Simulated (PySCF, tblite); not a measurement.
**AlH3O2, a small molecule taken as a stand-in for a surface group (aluminium hydroxide): NMR shifts, core binding energies and electronic excitations**

Wanted: the NMR shifts, core binding energies and electronic excitations for `[OH][AlH][OH]`.

Programs: tblite 0.8.0 and PySCF 2.14.0. All values are calculated, for the isolated system unless a continuum is named. Atoms count from 0, parts from 1.

## 1. The system as given

6 atoms, charge 0, multiplicity 1; geometry: distance geometry start.

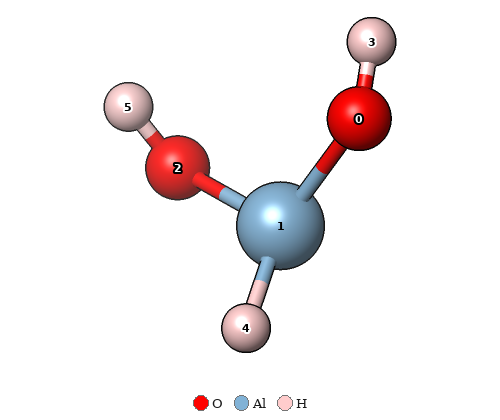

The starting geometry (oxygen red, aluminium light blue, hydrogen pink), atoms numbered.

## 2. Geometry optimisation with GFN2-xTB

Job settings and geometry (Å):

```
{"job": {"kind": "relax", "xc": "GFN2-xTB", "basis": "xTB"}, "charge": 0, "multiplicity": 1}
O      0.571118     0.599603    -0.860501
Al    -0.717870    -0.570415    -0.164700
O     -0.545762    -2.348547    -0.721913
H      1.445327     0.356153    -1.196348
H     -2.121124     0.001000    -0.077631
H     -0.341851    -2.637703    -1.607611
```

Level: GFN2-xTB geometry optimisation, gas phase.

Run with:

```sh
$ OMP_NUM_THREADS=1 python cluster_run.py task.json out
```

The driver reads the jobs from task.json and runs them one after another.

What it wrote:

```text
step      E/eV     max force
  0    -294.28954    3.964
  1    -294.68913    2.882
  2    -295.17673    1.967
  3    -295.24968    1.224
  4    -295.32144    0.739
  5    -295.35849    0.557
  6    -295.37346    0.506
  7    -295.40440    0.843
  8    -295.44008    1.217
  9    -295.47041    0.985
 10    -295.50542    0.529
 11    -295.53496    0.584
 12    -295.59543    0.969
 13    -295.64273    1.018
 14    -295.66532    1.411
 15    -295.68751    0.408
 16    -295.69842    0.319
 17    -295.70418    0.376
 18    -295.71794    0.563
 19    -295.73073    0.384
 20    -295.74198    0.251
 21    -295.74676    0.362
 22    -295.75086    0.220
 23    -295.75752    0.347
 24    -295.76895    0.381
 25    -295.77571    0.415
 26    -295.78009    0.257
 27    -295.78136    0.061
 28    -295.78148    0.044
 29    -295.78163    0.047
 30    -295.78194    0.079
 31    -295.78227    0.107
 32    -295.78255    0.080
 33    -295.78269    0.056
 34    -295.78274    0.023
 35    -295.78276    0.011
 36    -295.78276    0.006
```

Run time: 0.29 s. Hardware: 1 thread of AMD EPYC 7R43, shared host.

Relaxation path: (not every step is listed)

```
step  energy from step 0 (eV)  largest force (eV/Å)
   0                   0.0000                3.9638
   1                  -0.3996                2.8817
   2                  -0.8872                1.9674
   3                  -0.9601                1.2243
   4                  -1.0319                0.7388
   5                  -1.0690                0.5571
   6                  -1.0839                0.5068
   7                  -1.1149                0.8429
   8                  -1.1505                1.2176
  10                  -1.2159                0.5294
  12                  -1.3059                0.9698
  14                  -1.3758                1.4109
  16                  -1.4089                0.3194
  18                  -1.4284                0.5630
  20                  -1.4524                0.2512
  22                  -1.4613                0.2198
  24                  -1.4794                0.3802
  26                  -1.4905                0.2575
  28                  -1.4919                0.0448
  30                  -1.4924                0.0796
  31                  -1.4927                0.1069
  32                  -1.4930                0.0805
  33                  -1.4932                0.0559
  34                  -1.4932                0.0236
  35                  -1.4932                0.0114
  36                  -1.4932                0.0064
```

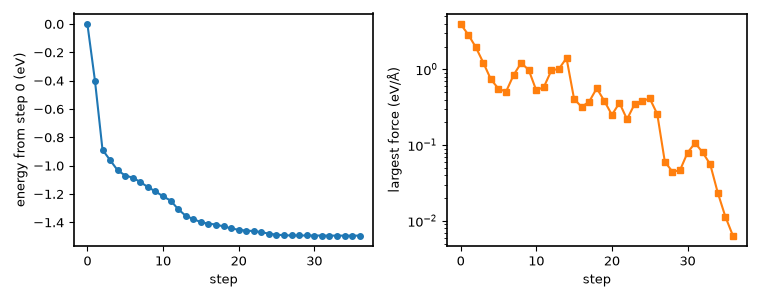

Energy and force, step by step.

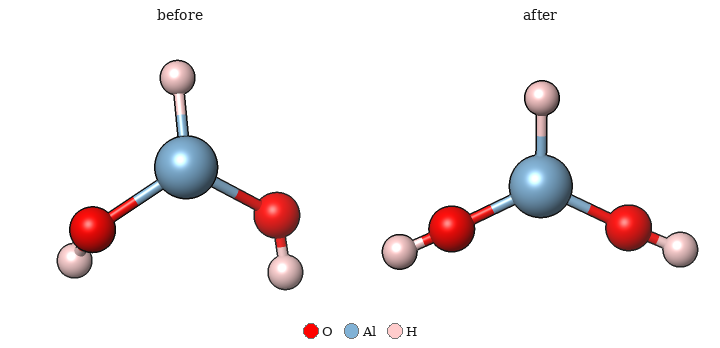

Before and after, at one scale.

Close pairs (by a distance rule), those that changed most:

```
  bond  before (Å)  after (Å)  change (Å)
O0–Al1       1.875      1.642      -0.232
Al1–O2       1.871      1.643      -0.229
Al1–H4       1.518      1.494      -0.024
 O0–H3       0.968      0.946      -0.022
 O2–H5       0.954      0.946      -0.008
```

## 3. Optimising the geometry at PBE0-D3(BJ)/def2-SVP

Job settings and geometry (Å):

```
{"job": {"xc": "PBE0", "basis": "def2-SVP", "d3": "d3bj", "grid": 2, "kind": "geom", "shake": 0.01}, "charge": 0, "multiplicity": 1}
O      0.973913     1.157975    -0.051613
Al    -0.297667     0.128740     0.150133
O     -0.380416    -1.459256    -0.261922
H      1.680911     1.819706    -0.162274
H     -1.521705     0.689266     0.781251
H     -0.433996    -2.368437    -0.478666
```

What it wrote:

```text
step   0  E = -394.29603119  max force = 0.032085
step   1  E = -394.30076053  max force = 0.006628
step   2  E = -394.30091769  max force = 0.001318
step   3  E = -394.30097547  max force = 0.002201
step   4  E = -394.30102510  max force = 0.002168
step   5  E = -394.30119176  max force = 0.065101
step   6  E = -394.30252650  max force = 0.020726
step   7  E = -394.30416981  max force = 0.023191
step   8  E = -394.30468713  max force = 0.013089
step   9  E = -394.30435965  max force = 0.028677
step  10  E = -394.30611947  max force = 0.003860
step  11  E = -394.30631465  max force = 0.003129
step  12  E = -394.30663122  max force = 0.003474
step  13  E = -394.30719710  max force = 0.005730
step  14  E = -394.30743747  max force = 0.008686
step  15  E = -394.30783487  max force = 0.004755
step  16  E = -394.30792038  max force = 0.002507
step  17  E = -394.30796894  max force = 0.000919
step  18  E = -394.30797468  max force = 0.000221
optimisation converged
```

Run time: 29 s. Hardware: 1 thread of AMD EPYC 7R43, shared host; peak memory 0.32 GiB.

The steps of the relaxation: (the energy doesn't fall at every step)

```
step  energy from step 0 (eV)  largest force component (eV/Å)
   0                   0.0000                          1.6499
   1                  -0.1287                          0.3408
   2                  -0.1330                          0.0678
   3                  -0.1345                          0.1132
   4                  -0.1359                          0.1115
   5                  -0.1404                          3.3476
   6                  -0.1767                          1.0658
   7                  -0.2215                          1.1925
   8                  -0.2355                          0.6731
   9                  -0.2266                          1.4746
  10                  -0.2745                          0.1985
  11                  -0.2798                          0.1609
  12                  -0.2884                          0.1786
  13                  -0.3038                          0.2946
  14                  -0.3104                          0.4467
  15                  -0.3212                          0.2445
  16                  -0.3235                          0.1289
  17                  -0.3248                          0.0473
  18                  -0.3250                          0.0114
```

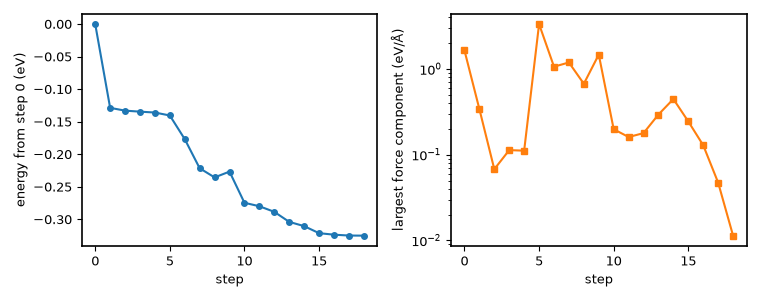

Energy and largest force along the relaxation.

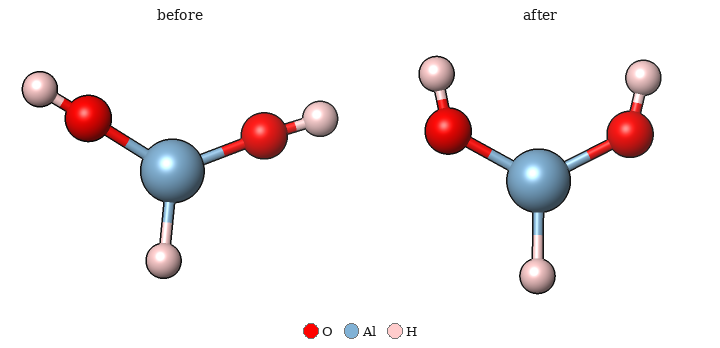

Before and after, at one scale.

Close pairs (by a distance rule), those that changed most:

```
  bond  before (Å)  after (Å)  change (Å)
Al1–H4       1.487      1.567      +0.080
Al1–O2       1.643      1.698      +0.056
O0–Al1       1.648      1.698      +0.049
 O2–H5       0.936      0.957      +0.021
 O0–H3       0.975      0.957      -0.018
```

The next job starts from the end point, and lists it.

```
                         at the end point                 value
  point group (found at 0.08 Å tolerance)                   C2v
rotational constants (GHz, main isotopes)  30.456, 6.478, 5.342
                        dipole moment (D)                  2.72
```

## 4. NMR shieldings: PBE0/pcSseg-2

Job settings and geometry (Å):

```
{"job": {"kind": "nmr", "xc": "PBE0", "basis": "pcSseg-2"}, "charge": 0, "multiplicity": 1}
O      0.895849     1.209965    -0.159304
Al    -0.449187     0.256046     0.244089
O     -0.555856    -1.416290    -0.031755
H      1.724029     0.968989    -0.573235
H     -1.674194     0.966860     0.915354
H      0.080419    -2.017573    -0.418245
```

Level: GIAO PBE0/pcSseg-2 NMR shielding, non-relativistic, gas phase.

What it wrote:

```text
coarse grid: 5656 points
cycle   1  E = -394.3836467272  dE =  1.695e-01  |g| = 1.095e+00  |ddm| = 1.795e+00
cycle   2  E = -393.9626820256  dE =  4.210e-01  |g| = 1.830e+00  |ddm| = 1.275e+00
cycle   3  E = -394.5962334124  dE = -6.336e-01  |g| = 7.713e-02  |ddm| = 8.668e-01
cycle   4  E = -394.5974563411  dE = -1.223e-03  |g| = 1.708e-02  |ddm| = 5.157e-02
cycle   5  E = -394.5975126697  dE = -5.633e-05  |g| = 2.574e-03  |ddm| = 1.413e-02
cycle   6  E = -394.5975138362  dE = -1.167e-06  |g| = 8.071e-04  |ddm| = 2.118e-03
final grid: 50424 points
cycle   7  E = -394.5951307270  dE = -3.680e-05  |g| = 5.070e-03  |ddm| = 1.009e-02
cycle   8  E = -394.5951250619  dE =  5.665e-06  |g| = 7.593e-03  |ddm| = 4.881e-03
cycle   9  E = -394.5951347317  dE = -9.670e-06  |g| = 3.582e-04  |ddm| = 2.993e-03
cycle  10  E = -394.5951347503  dE = -1.864e-08  |g| = 1.173e-04  |ddm| = 2.144e-04
cycle  11  E = -394.5951347518  dE = -1.521e-09  |g| = 5.554e-05  |ddm| = 7.122e-05
cycle  12  E = -394.5951347524  dE = -5.167e-10  |g| = 1.129e-05  |ddm| = 2.627e-05
converged SCF energy = -394.5951347524

GIAO shielding tensors (ppm)
atom      isotropic    diamagn.    paramagn.     s11        s22        s33       span
  0 O      289.189     388.819     -99.631    234.037    277.529    356.000    121.964
  1 Al     446.493     792.599    -346.107    386.129    458.888    494.461    108.332
  2 O      288.979     388.734     -99.755    233.733    277.379    355.824    122.091
  3 H       29.932      32.078      -2.146     22.501     23.197     44.099     21.598
  4 H       27.325      27.830      -0.505     23.584     25.299     33.094      9.510
  5 H       29.934      32.069      -2.135     22.516     23.221     44.067     21.551
```

Run time: 8.8 s. Hardware: 1 thread of AMD EPYC 7R43, shared host; peak memory 0.62 GiB.

Shifts follow as δ = σ(reference) − σ, with reference shieldings (ppm) from runs at the same level and on the same kind of geometry: 1H TMS 31.25, 17O H2O 328.2, 27Al AlH4- 485.2. The references are single molecules in the gas phase, so shifts against H2O, NH3, PH3, H3PO4 or CFCl3 are not on the usual liquid scales and can be off by tens of ppm. Shifts against hydride references such as AlH4− lie on their own scale. Atoms listed in one row are averaged.

```
 atoms                             environment  σ (ppm)  δ (ppm)
    H4  hydrogen on an aluminium bonded to 2 O    27.33     3.92
H3, H5      hydrogen on an oxygen bonded to Al    29.93     1.31
O0, O2                  oxygen bonded to Al, H    289.1     39.1
   Al1              aluminium bonded to 2 O, H    446.5     38.7
```

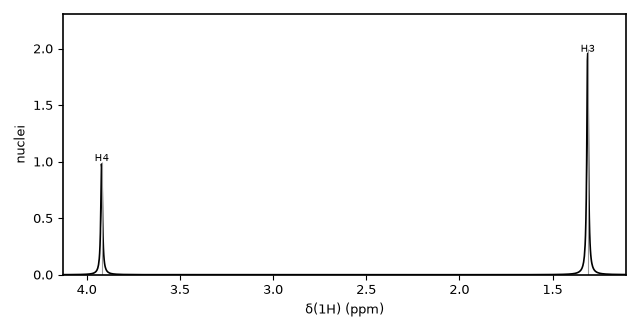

1H lines at the computed shifts, without couplings. Lines are broadened to a width of 0.01 ppm (Lorentzian).

Charges from the same density, by scheme (e):

```
 atoms  Mulliken    IAO  Hirshfeld  ESP fit
O0, O2     -0.65  -0.84      -0.40    -0.88
   Al1      1.09   1.17       0.63     1.17
```

Hirshfeld charges:

```
atom  value (e)
  O0      -0.40
 Al1       0.63
  O2      -0.40
  H3       0.16
  H4      -0.14
  H5       0.16
```

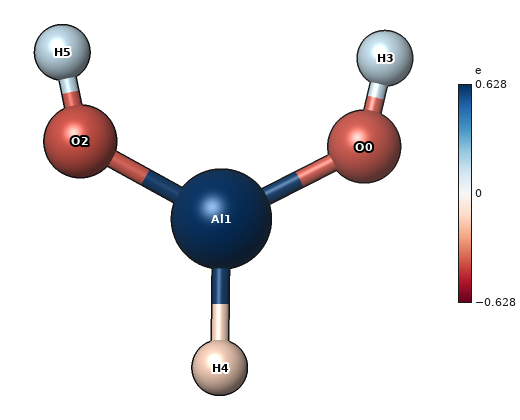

Hirshfeld charges, as colours on the atoms.

Mayer bond orders: O0–Al1 0.91, Al1–O2 0.91.

## 5. Core holes by ΔSCF: SCAN, X2C

Same as in step 4 but for these lines:

```diff
@@ -1,2 +1,2 @@
-{"job": {"kind": "nmr", "xc": "PBE0", "basis": "pcSseg-2"}, "charge": 0, "multiplicity": 1}
+{"job": {"kind": "xps", "holes": 5}, "charge": 0, "multiplicity": 1}
 O      0.895849     1.209965    -0.159304
```

Method: delta-SCF UKS SCAN, pcX-2 on the ionised atom, pcseg-1 elsewhere, spin-free X2C.

What it wrote:

```text
ground state, core basis on atom 0 (O), 92 functions
  cycle   1  E = -394.98484754  |g| = 1.16e+00
  cycle   2  E = -394.18931225  |g| = 2.27e+00
  cycle   3  E = -395.21866350  |g| = 1.74e-01
  cycle   4  E = -395.22181387  |g| = 1.37e-01
  cycle   5  E = -395.22513026  |g| = 2.68e-02
  cycle   6  E = -395.22527950  |g| = 4.64e-03
  cycle   7  E = -395.22528585  |g| = 7.32e-04
  cycle   8  E = -395.22528553  |g| = 1.24e-04
  E(ground) = -395.25929395 Eh
hole in O 1s of atom 0
  cycle   1  E = -374.63949429  |g| = 2.22e+00
  cycle   2  E = -374.34108285  |g| = 2.10e+00
  cycle   3  E = -375.38324026  |g| = 4.40e-01
  cycle   4  E = -375.34738377  |g| = 4.92e-01
  cycle   5  E = -375.44532654  |g| = 4.37e-02
  cycle   6  E = -375.44620075  |g| = 6.72e-03
  cycle   7  E = -375.44622913  |g| = 1.58e-03
  cycle   8  E = -375.44623149  |g| = 4.82e-04
  E(ion) = -375.48162067 Eh   <S^2> = 0.7613   hole on atom = 1.000   binding energy = 538.178 eV
ground state, core basis on atom 1 (Al), 103 functions
  cycle   1  E = -395.27219143  |g| = 2.50e-01
  cycle   2  E = -395.27110153  |g| = 1.10e-01
  cycle   3  E = -395.26993817  |g| = 1.29e-01
  cycle   4  E = -395.27304344  |g| = 1.85e-02
  cycle   5  E = -395.27309127  |g| = 4.26e-03
  cycle   6  E = -395.27309578  |g| = 3.67e-04
  E(ground) = -395.27339970 Eh
hole in Al 2p of atom 1
  cycle   1  E = -392.02837244  |g| = 1.07e+00
  cycle   2  E = -392.04566479  |g| = 8.82e-01
  cycle   3  E = -392.21030720  |g| = 4.06e-01
  cycle   4  E = -392.27574426  |g| = 7.42e-02
  cycle   5  E = -392.27731405  |g| = 2.40e-02
  cycle   6  E = -392.27761657  |g| = 3.67e-03
  cycle   7  E = -392.27762393  |g| = 9.48e-04
  cycle   8  E = -392.27762374  |g| = 9.80e-04
  cycle   9  E = -392.27762523  |g| = 3.03e-04
  E(ion) = -392.28470966 Eh   <S^2> = 0.7532   hole on atom = 1.003   binding energy = 81.326 eV
  2p3/2 = 80.907 eV   2p1/2 = 81.443 eV
```

Run time: 4.5 s. Hardware: 1 thread of AMD EPYC 7R43, shared host; peak memory 0.32 GiB.

Binding energies by hole, beside the orbital energy of the ground state; the difference holds orbital relaxation and, for a density functional, its self-interaction error:

```
       hole  stands for                 environment  ΔSCF (eV; 2p as the shell's mean)  −ε (eV)   ⟨S²⟩
  O1s on O0      O0, O2      oxygen bonded to Al, H                             538.18    516.1  0.761
Al2p on Al1         Al1  aluminium bonded to 2 O, H                              81.09     70.5  0.753
```

Each hole run stands for the others of its class of like atoms.

With the spin-orbit splitting: Al1 2p3/2 80.91, 2p1/2 81.44 eV. The table gives each 2p level as the mean over the whole 2p shell (two parts 2p3/2, one part 2p1/2), which differs a little from the single hole in the log.

## 6. Excited states and response: CAM-B3LYP/def2-SVPD

Same as in step 5 but for these lines:

```diff
@@ -1,2 +1,2 @@
-{"job": {"kind": "xps", "holes": 5}, "charge": 0, "multiplicity": 1}
+{"job": {"kind": "uv", "xc": "CAM-B3LYP", "basis": "def2-SVPD", "nstates": 6, "ntriplets": 2, "ip": true}, "charge": 0, "multiplicity": 1}
 O      0.895849     1.209965    -0.159304
```

Method: TDDFT CAM-B3LYP/def2-SVPD, vertical, gas phase, core orbitals frozen in the response.

What it wrote:

```text
coarse grid: 5656 points
cycle   1  E = -394.3097825462  dE =  9.346e-02  |g| = 9.929e-01  |ddm| = 2.489e+00
cycle   2  E = -394.1230490629  dE =  1.867e-01  |g| = 1.421e+00  |ddm| = 2.584e+00
cycle   3  E = -394.5012671211  dE = -3.782e-01  |g| = 3.735e-02  |ddm| = 1.389e+00
cycle   4  E = -394.5016347397  dE = -3.676e-04  |g| = 8.148e-03  |ddm| = 9.461e-02
cycle   5  E = -394.5016555192  dE = -2.078e-05  |g| = 1.464e-03  |ddm| = 1.986e-02
cycle   6  E = -394.5016565163  dE = -9.972e-07  |g| = 4.539e-04  |ddm| = 3.310e-03
final grid: 50424 points
cycle   7  E = -394.5701348494  dE = -1.331e-05  |g| = 9.069e-04  |ddm| = 1.702e-02
cycle   8  E = -394.5701350261  dE = -1.767e-07  |g| = 7.269e-04  |ddm| = 1.695e-03
cycle   9  E = -394.5701351112  dE = -8.507e-08  |g| = 2.966e-04  |ddm| = 9.350e-04
cycle  10  E = -394.5701351293  dE = -1.805e-08  |g| = 3.984e-05  |ddm| = 2.933e-04
cycle  11  E = -394.5701351297  dE = -4.580e-10  |g| = 8.342e-06  |ddm| = 5.445e-05
converged SCF energy = -394.5701351297

Static polarisability (au): isotropic 33.970, principal 30.183 35.738 35.989

Singlet excitations
state   eV       nm        f      main configurations
  1   7.3487    168.7   0.00001   H->L 0.90
  2   7.5183    164.9   0.04877   H-1->L 0.83, H->L+1 0.09
  3   7.8424    158.1   0.03005   H-3->L 0.62, H-2->L+1 0.22, H->L+2 0.12
  4   7.8931    157.1   0.00007   H-1->L+1 0.96
  5   8.2647    150.0   0.26315   H-2->L+1 0.74, H-3->L 0.16
  6   8.3536    148.4   0.09726   H->L+1 0.81

Triplet excitations (Tamm-Dancoff, eV): 7.0194 7.0959
Vertical ionisation energy (delta-SCF) = 11.8830 eV
```

Run time: 29 s. Hardware: 1 thread of AMD EPYC 7R43, shared host; peak memory 0.42 GiB.

Frontier orbitals and where they lie:

```
orbital      eV                       atoms
 HOMO−3  -11.25   O0 42 %, O2 42 %, Al1 9 %
 HOMO−2  -10.89   H4 48 %, Al1 38 %, O0 6 %
 HOMO−1  -10.78   O2 44 %, O0 44 %, Al1 6 %
   HOMO  -10.72   O2 44 %, O0 43 %, Al1 7 %
   LUMO    0.16  Al1 59 %, O0 13 %, O2 13 %
 LUMO+1    0.86  Al1 55 %, H4 15 %, O0 15 %
 LUMO+2    1.54  O0 24 %, O2 24 %, Al1 22 %
```

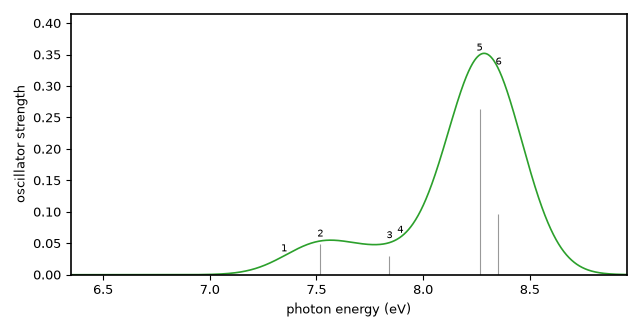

Absorption spectrum from the 6 singlet states computed; above the last one it falls off for lack of states. Lines are broadened to a width of 0.40 eV (Gaussian).

Further results of this job:

```
           property  computed
  dipole moment (D)      2.30
polarisability (Å³)      5.03
 HOMO–LUMO gap (eV)     10.88
      −ε(HOMO) (eV)     10.72
```

## 7. Outcome

| quantity | value |
| --- | --- |
| point group | C2v |
| rotational constants (main isotopes) | 30.46, 6.48, 5.34 GHz |
| 1H shifts against TMS (PBE0/pcSseg-2, means over atoms taken as alike) | 3.92, 1.31 ppm |
| 17O shifts against H2O (PBE0/pcSseg-2, means over atoms taken as alike) | 39.1 ppm |
| 27Al shifts against AlH4- (PBE0/pcSseg-2) | 38.7 ppm |
| O1s binding energies, SCAN/pcX-2 | O0 538.18 eV |
| Al2p binding energies, SCAN/pcX-2 | Al1 81.09 eV |
| lowest singlet (CAM-B3LYP/def2-SVPD) | 7.35 eV (169 nm), f = 0.000 |
| brightest single state of those computed | state 5, 8.26 eV, f = 0.263 |
| lowest triplet | 7.02 eV |
| vertical ionisation energy (ΔSCF) | 11.88 eV |

**Reading.** Relaxing lowered the energy by 0.325 eV in 18 steps; the close pair that moved most is Al1–H4, from 1.487 to 1.567 Å (PBE0/def2-SVP). No frequency check was run at this level, so the end point may be a saddle. At PBE0/pcSseg-2: Shielding is most anisotropic at O0, O2 (span 122 ppm, paramagnetic term -100 ppm). The first singlet state (HOMO→LUMO 0.90) lies at 7.35 eV and is dark; of the 6 states computed, the strongest absorption comes from state 5 at 8.26 eV. The lowest triplet lies 0.33 eV below the lowest singlet (triplets in Tamm-Dancoff, singlets in full TDDFT). ΔSCF puts the ionisation energy at 11.88 eV, 1.17 eV above −ε(HOMO).
